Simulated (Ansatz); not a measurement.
# GeH3Br (SMILES [GeH3][Br]), step by step

We compute a series of 24 runs (HF/STO-3G, UHF/STO-3G, HF/3-21G, UHF/3-21G, HF/6-31G*, UHF/6-31G*, B3LYP/6-31G*, UB3LYP/6-31G*, and more) of BrGeH3. 

The results are computed with Ansatz 0.2.0.

**1. The structure to begin with**

The species is GeH3Br (5 atoms), meant as a singlet with charge 0. SMILES: `[GeH3][Br]`. The shape is that of a PBE0-D4/def2-TZVP optimisation. The run starts from this shape.

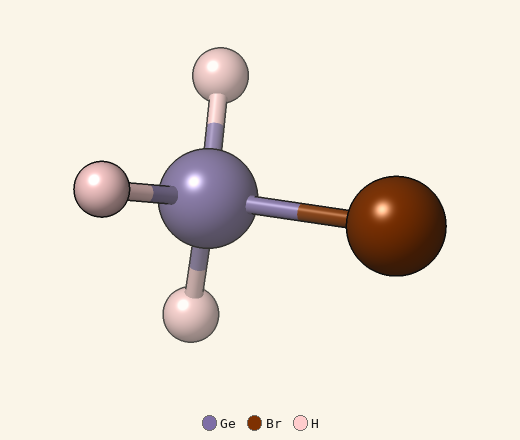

The structure, seen from a chosen angle (germanium purple, bromine brown, hydrogen pink).

**2. A geometry optimisation at HF/STO-3G (run 1)**

File job.yaml:

```yaml
crystal:
  periodic: [false, false, false]
  atoms:
    - {symbol: Ge, position_ang: [0.139040, 0.013690, -0.129150]}
    - {symbol: Br, position_ang: [-1.548450, -0.152490, 1.438270]}
    - {symbol: H, position_ang: [0.128210, 1.452190, -0.655100]}
    - {symbol: H, position_ang: [-0.172230, -0.995930, -1.238090]}
    - {symbol: H, position_ang: [1.453450, -0.317450, 0.584070]}
basis:
  gaussian: {orbitals: STO-3G}
hamiltonian: {xc: hf}
relax: {f_tol: 0.002}
output: {orbitals: {seedname: orbitals}}
```

Run with:

```sh
ansatz run job.yaml --threads 1 --pin off --max-ram 3480MiB --events-out events.jsonl --progress --plain --runs-dir runs
```

The program printed:

```text
Warning: RAYON_NUM_THREADS=1 ignored (pool sized by the plan → 1); use --threads N
The last accepted step is kept in runs//last_step.txt (removed where the run ends without a failure and the disk answers)
[... 55 lines left out ...]
Total energy: -125124.18205551 eV, -4598.2288783232 hartree
[... 5 lines left out ...]
Dipole moment:     0.334335     0.032924    -0.310543 e Å
```

Run time: 3.6 s. Hardware: 1 thread of Arm Neoverse V2, shared host; peak memory 0.091 GiB.

Steps, from the record of the run:

```csv
step,energy from the first frame kept (eV),largest force (eV/Å)
1,0.0000,1.9460
2,-0.3039,0.8270
3,-0.3165,0.1529
4,-0.3175,0.0790
5,-0.3172,0.1717
6,-0.3177,0.0164
7,-0.3177,0.0001
```

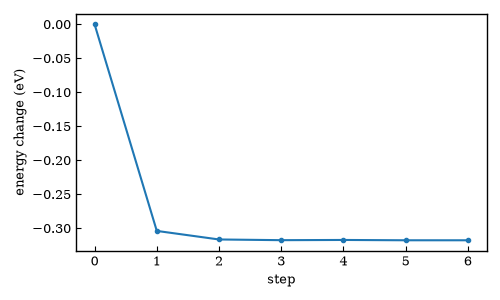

Energy along the run.

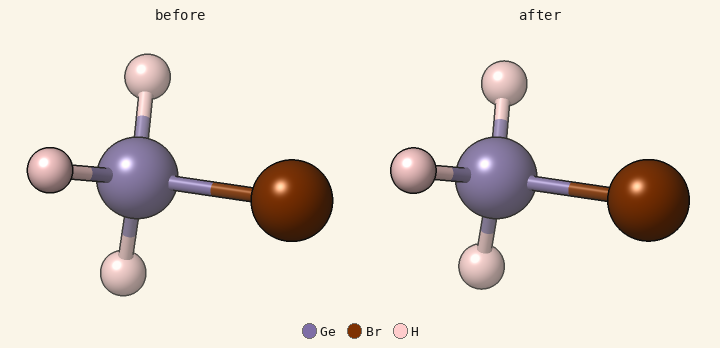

Before and after, at one scale.

After the run. Bond lengths: Ge1–Br2 2.275 Å, Ge1–H3 1.433 Å, Ge1–H4 1.433 Å, Ge1–H5 1.433 Å. Angles: Br2–Ge1–H3 108.0°, Br2–Ge1–H4 108.0°, Br2–Ge1–H5 108.0°, H3–Ge1–H4 110.9°, H3–Ge1–H5 110.9°, H4–Ge1–H5 110.9°.

**3. Vibrational wavenumbers at HF/STO-3G (run 2)**

File job.yaml:

```yaml
crystal:
  periodic: [false, false, false]
  atoms:
    - symbol: Ge
      position_ang: [0.137958, 0.013587, -0.128138]
    - symbol: Br
      position_ang: [-1.524771, -0.150152, 1.416272]
    - symbol: H
      position_ang: [0.144124, 1.354921, -0.633083]
    - symbol: H
      position_ang: [-0.135680, -0.925122, -1.176055]
    - symbol: H
      position_ang: [1.378389, -0.293224, 0.521004]
basis:
  gaussian: {orbitals: STO-3G}
phonons: {temperatures: {t_min: 298.15, t_max: 298.15, t_step: 1}}
hamiltonian: {xc: hf}
```

Run with:

```sh
ansatz run job.yaml --threads 1 --pin off --max-ram 3480MiB --events-out events.jsonl --progress --plain --runs-dir runs
```

The program printed:

```text
Warning: RAYON_NUM_THREADS=1 ignored (pool sized by the plan → 1); use --threads N
[... 106 lines left out ...]
Total energy: -125124.18205579 eV, -4598.2288783337 hartree
[... 5 lines left out ...]
Dipole moment:     0.334335     0.032924    -0.310543 e Å
Vibrations: 377.02 718.89 718.89 1069.13 1115.29 1115.30 2424.41 2424.42 2478.07 cm⁻¹, zero-point energy 0.771270 eV
```

Wall time 6.3 s (1 thread of Arm Neoverse V2, shared host); peak memory 0.087 GiB.

Runs 3 to 9 aren't shown in full; the table further down has their settings and results.

**4. The harmonic vibrations at HF/6-31G(d) (Cartesian functions) (run 10)**

File job.yaml:

```yaml
crystal:
  periodic: [false, false, false]
  atoms:
    - {symbol: Ge, position_ang: [0.143074, 0.014091, -0.132889]}
    - {symbol: Br, position_ang: [-1.558833, -0.153506, 1.447910]}
    - {symbol: H, position_ang: [0.130591, 1.451277, -0.656888]}
    - {symbol: H, position_ang: [-0.169600, -0.994896, -1.239422]}
    - {symbol: H, position_ang: [1.454788, -0.316956, 0.581289]}
basis:
  gaussian:
    orbitals: "6-31G*"
hamiltonian:
  xc: hf
phonons:
  temperatures: {t_min: 298.15, t_max: 298.15, t_step: 1}
```

Run with:

```sh
ansatz run job.yaml --threads 1 --pin off --max-ram 3480MiB --events-out events.jsonl --progress --plain --runs-dir runs
```

The program printed:

```text
Warning: RAYON_NUM_THREADS=1 ignored (pool sized by the plan → 1); use --threads N
[... 106 lines left out ...]
Total energy: -126504.68314967 eV, -4648.9613577963 hartree
[... 5 lines left out ...]
Dipole moment:     0.385238     0.037937    -0.357824 e Å
Vibrations: 315.32 620.08 620.08 912.76 949.56 949.57 2274.89 2275.17 2275.17 cm⁻¹, zero-point energy 0.693854 eV
```

Wall time 26 s (1 thread of Arm Neoverse V2, shared host); peak memory 0.15 GiB.

Runs 11 to 23 aren't shown in full; the table further down has their settings and results.

**5. The harmonic vibrations at CCSD/cc-pVDZ (run 24)**

File in.yaml:

```yaml
crystal:
  periodic: [false, false, false]
  atoms:
    - {symbol: Ge, position_ang: [0.137656, 0.013557, -0.127857]}
    - {symbol: Br, position_ang: [-1.563850, -0.154001, 1.452570]}
    - {symbol: H, position_ang: [0.134511, 1.449802, -0.659835]}
    - {symbol: H, position_ang: [-0.165292, -0.993206, -1.241616]}
    - {symbol: H, position_ang: [1.456994, -0.316143, 0.576738]}
basis:
  gaussian: {orbitals: cc-pVDZ}
correlation: {method: ccsd}
scf: {omitted_lower_state_checks: [cluster_reference]}
phonons: {temperatures: {t_min: 298.15, t_max: 298.15, t_step: 1}}
accuracy: high
```

Run with:

```sh
ansatz run in.yaml --threads 1 --pin off --max-ram 3480MiB --events-out events.jsonl --progress --plain --runs-dir runs
```

The program printed:

```text
Warning: RAYON_NUM_THREADS=1 ignored (pool sized by the plan → 1); use --threads N
[... 166 lines left out ...]
18 core orbitals not correlated: weight in the atoms' cores, before any rotation towards them, 1.000 or more for the frozen orbitals, at most 0.000 for the correlated occupied ones
[... 178 lines left out ...]
18 core orbitals not correlated: weight in the atoms' cores, before any rotation towards them, 1.000 or more for the frozen orbitals, at most 0.000 for the correlated occupied ones
[... 157 lines left out ...]
Dipole moment:     0.299657     0.029509    -0.278333 e Å
[... 1 line left out ...]
Checks for a lower state left out: cluster_reference
```

Wall time 4.9 min (1 thread of Arm Neoverse V2, shared host); peak memory 0.32 GiB.

**6. All runs side by side**

```csv
run,level,task,walk f tol,partner,energy (Eh),dipole moment (D),wall time
1,HF/STO-3G,optimise,0.002,base,-4598.228878,2.20,3.6 s
2,HF/STO-3G,frequencies,–,base,-4598.228878,2.20,6.3 s
3,UHF/STO-3G,energy,–,cation,-4597.948451,–,1.3 s
4,UHF/STO-3G,optimise,–,cation,-4597.964893,–,5.7 s
5,HF/3-21G,optimise,0.002,base,-4627.165347,3.03,3.3 s
6,HF/3-21G,frequencies,–,base,-4627.165347,3.03,6.9 s
7,UHF/3-21G,energy,–,cation,-4626.810635,–,2.3 s
8,UHF/3-21G,optimise,–,cation,-4626.832199,–,8.4 s
9,HF/6-31G* (Cartesian functions),optimise,0.002,base,-4648.961358,2.53,8.4 s
10,HF/6-31G* (Cartesian functions),frequencies,–,base,-4648.961358,2.53,26 s
11,UHF/6-31G* (Cartesian functions),energy,–,cation,-4648.602008,–,21 s
12,UHF/6-31G* (Cartesian functions),optimise,–,cation,-4648.617073,–,28 s
13,B3LYP/6-31G* (Cartesian functions),optimise,0.002,base,-4652.484215,2.22,13 s
14,B3LYP/6-31G* (Cartesian functions),frequencies,–,base,-4652.484215,2.22,37 s
15,UB3LYP/6-31G* (Cartesian functions),energy,–,cation,-4652.096723,–,29 s
16,UB3LYP/6-31G* (Cartesian functions),optimise,–,cation,-4652.103772,–,85 s
17,PBE/def2-SVP,optimise,0.002,base,-4651.703351,1.76,8.1 s
18,PBE/def2-SVP,frequencies,–,base,-4651.703351,1.76,17 s
19,MP2/6-31G* (Cartesian functions),optimise,0.002,base,-4649.474868,2.35,13 s
20,MP2/6-31G* (Cartesian functions),frequencies,–,base,-4649.474868,2.35,48 s
21,B3LYP-D4/def2-TZVP,optimise,0.002,base,-4653.076991,1.96,16 s
22,B3LYP-D4/def2-TZVP,frequencies,–,base,-4653.076991,1.96,47 s
23,CCSD/cc-pVDZ,optimise,0.002,base,-4649.781133,1.97,97 s
24,CCSD/cc-pVDZ,frequencies,–,base,-4649.781133,1.97,4.9 min
```

**7. Results**

| quantity | value |
| --- | --- |
| run 24, CCSD/cc-pVDZ: total energy | -4649.78113 Eh |
| run 24, CCSD/cc-pVDZ: dipole moment (correlated density) | 1.97 D |
| run 24, CCSD/cc-pVDZ: correlation energy (18 core orbitals frozen) | -279.5 mEh |
| run 24, CCSD/cc-pVDZ: T1 diagnostic | 0.006 |
| run 24, CCSD/cc-pVDZ: largest force on an atom | 0.000 eV/Å |
| run 24, CCSD/cc-pVDZ: lowest harmonic wavenumber | 312 cm⁻¹ |
| run 24, CCSD/cc-pVDZ: highest harmonic wavenumber | 2196 cm⁻¹ |
| run 24, CCSD/cc-pVDZ: zero-point energy | 64.1 kJ/mol |
| vertical ionisation energy (to the doublet cation), HF/STO-3G | 7.631 eV |
| vertical ionisation energy (to the doublet cation), HF/3-21G | 9.652 eV |
| vertical ionisation energy (to the doublet cation), HF/6-31G* | 9.778 eV |
| vertical ionisation energy (to the doublet cation), B3LYP/6-31G* | 10.544 eV |
| adiabatic ionisation energy (to the doublet cation, no zero-point term), HF/STO-3G | 7.183 eV |
| adiabatic ionisation energy (to the doublet cation, no zero-point term), HF/3-21G | 9.065 eV |
| adiabatic ionisation energy (to the doublet cation, no zero-point term), HF/6-31G* | 9.368 eV |
| adiabatic ionisation energy (to the doublet cation, no zero-point term), B3LYP/6-31G* | 10.352 eV |

At HF/STO-3G: removing an electron at fixed nuclei costs 7.63 eV (736 kJ/mol). In a minimal basis such a difference can be off by several eV, whatever the method. At HF/3-21G: removing an electron at fixed nuclei costs 9.65 eV (931 kJ/mol). At HF/6-31G*: the vertical ionisation energy comes to 9.78 eV (943 kJ/mol). At B3LYP/6-31G*: the vertical ionisation energy comes to 10.54 eV (243 kcal/mol). At HF/STO-3G: the adiabatic ionisation energy (to the doublet cation, no zero-point term) is 7.18 eV (693 kJ/mol). Totals of different functionals can't be ranked against each other. In runs 1, 2, 3, 4 the basis is minimal, so the values are rough. All runs together took 14 min, the longest 4.9 min.
